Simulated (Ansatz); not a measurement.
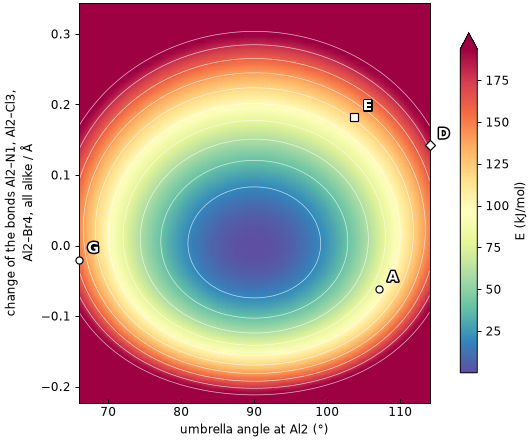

AlBrClH2N, SMILES [NH2][Al]([Cl])[Br]. 
- The first coordinate is: umbrella angle at Al2 (between each of its bonds and their common axis; 90 is planar); the second: change of the bonds Al2–N1, Al2–Cl3, Al2–Br4, all alike.
- Nothing is relaxed (all other coordinates rigid).
- Grid: 15 × 15 points; 120 points were computed and 105 follow by symmetry.
- Points are written as (first, second).
- All energies are given in kJ/mol relative to the relaxed molecule at the same level.
- Theory: RHF/def2-TZVP (Ansatz).

In the figure: a smooth colour map with a few white contour lines, one colour for all values above the top of the scale, lettered points. Between grid points the surface is interpolated.

**Is A the lowest point of the computed grid?**

No. A lies 89 kJ/mol above the lowest grid point, which is at (90.0°, 0.020 Å).

**What kind of point is each of A, E: minimum, saddle, maximum or slope?**

A: on a slope; E: on a slope. (In these two coordinates alone; a stationary point may lie a little off the grid point.)
